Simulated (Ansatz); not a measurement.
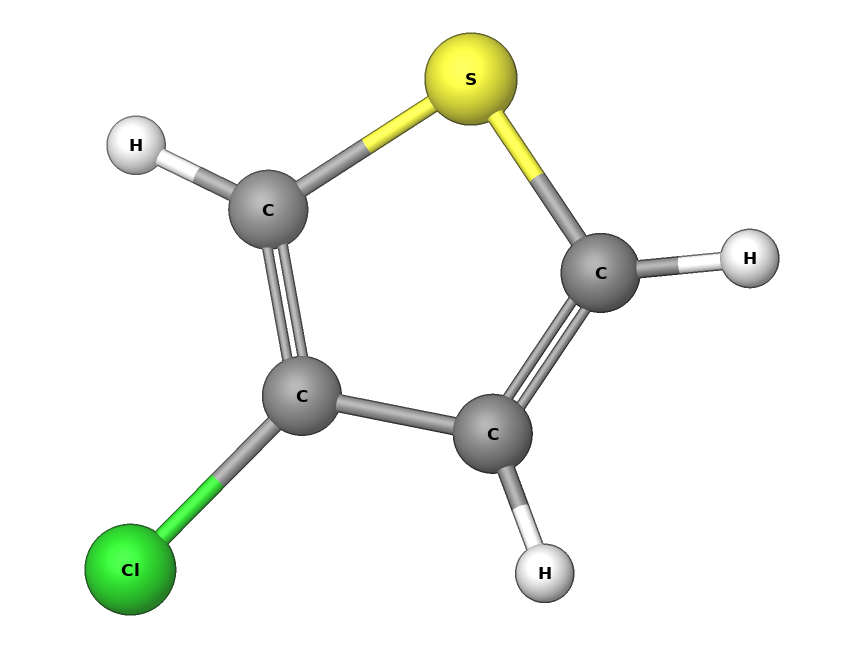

The picture shows a molecular structure as a ball-and-stick model.

Question: Count the atoms of each element.

Answer: C₄H₃ClS, 9 atoms: 4 carbon, 3 hydrogen, 1 chlorine and 1 sulfur.

Question: Count the bonded pairs by element.

Answer: 3 C–C, 3 C–H, 2 C–S, 1 C–Cl.

The parts below concern this one geometry. Atoms keep their numbers from picture to picture. Computed geometry: PBE0-D4/def2-TZVP optimisation.

Symmetry

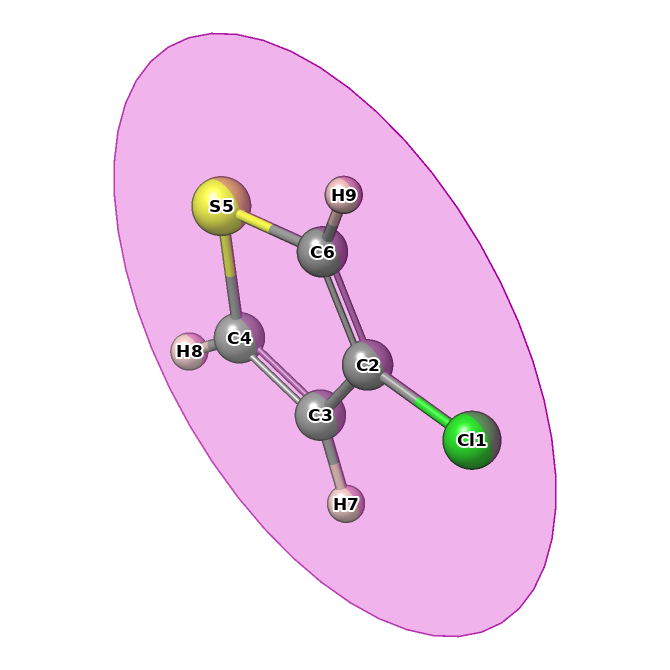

A disc through the centre of mass is drawn in. Distant atoms are faded towards the background colour.

Question: Is the plane of the disc a mirror plane of the structure?

Answer: Yes. The reflection leaves Cl1, C2, C3, C4, S5, C6, H7, H8, H9 in place. The point group is Cs.

Electronic properties

Method: RKS B3LYP-D4/def2-TZVPP (Ansatz 0.2.0).

Computed properties:

- dipole moment: 1.27 D
- HOMO energy (Kohn–Sham orbital): −6.71 eV
- LUMO energy (Kohn–Sham orbital): −0.89 eV
- HOMO–LUMO gap: 5.82 eV
- dispersion correction: −46.6 kJ/mol

Vibrations

Harmonic vibrations computed with RKS PBE0-D4/def2-TZVP (Ansatz 0.2.0) at a stationary point of the same level.

Question: How many vibrational modes are there, and where do they lie?

Answer: 21 modes: 215, 287, 436, 473, 618, 648, 688, 794, 849, 891, 898, 914, 1096, 1127, 1228, 1409, 1456, 1566, 3244, 3271, 3280 cm⁻¹.

Charges

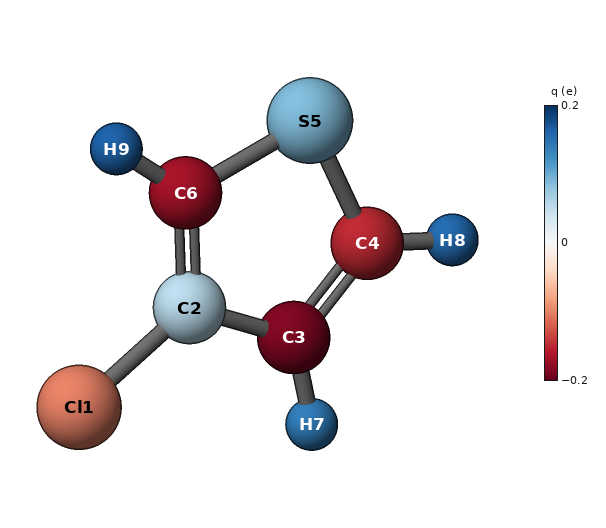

Atoms are coloured by their Mulliken charges. Method: RKS PBE0-D4/def2-TZVP (Ansatz 0.2.0).

List the Mulliken charges.

```json
{"atom": "Cl1", "value (e)": "−0.10"}
{"atom": "C2", "value (e)": "0.06"}
{"atom": "C3", "value (e)": "−0.19"}
{"atom": "C4", "value (e)": "−0.15"}
{"atom": "S5", "value (e)": "0.09"}
{"atom": "C6", "value (e)": "−0.17"}
{"atom": "H7", "value (e)": "0.14"}
{"atom": "H8", "value (e)": "0.16"}
{"atom": "H9", "value (e)": "0.16"}
```

Mulliken values depend strongly on the basis set and can even reverse the polarity of a bond.
